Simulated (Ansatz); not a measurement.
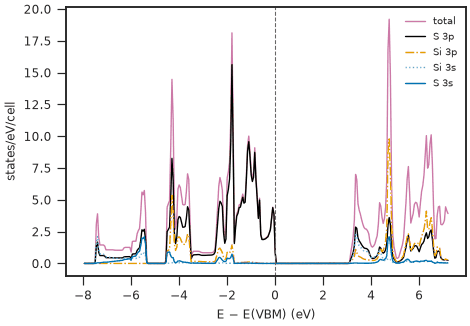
*Total and projected density of states of SiS$_{2}$ in space group Ibam (No. 72; Si on 4a, S on 8j), plane-wave PAW PBE (Ansatz code)*

Question: Which orbitals carry the states next to the gap?

Answer: Top 1 eV of the valence band: S 3p 97 %. Bottom 1 eV of the conduction band: S 3p 42 %, Si 3s 33 %, Si 3p 14 %, outside the projected shells 11 %. Projections are on Löwdin-orthogonalised atomic valence shells; empty p or d shells of many metals are not among them.

Question: Where is the tallest occupied peak in this window, and what makes it?

Answer: Near -1.8 eV, about 18 states/eV per cell; the largest projected share is S 3p.

The PBE relaxation kept the symmetry of its start. The volume lies over 15 % above that of the usual cell of this phase: another minimum, or an error of the functional. A crystal of weakly bound chains computed without a dispersion correction: the cell and the soft elastic constants depend strongly on that.

Potentials: the later of the program's two PAW sets.
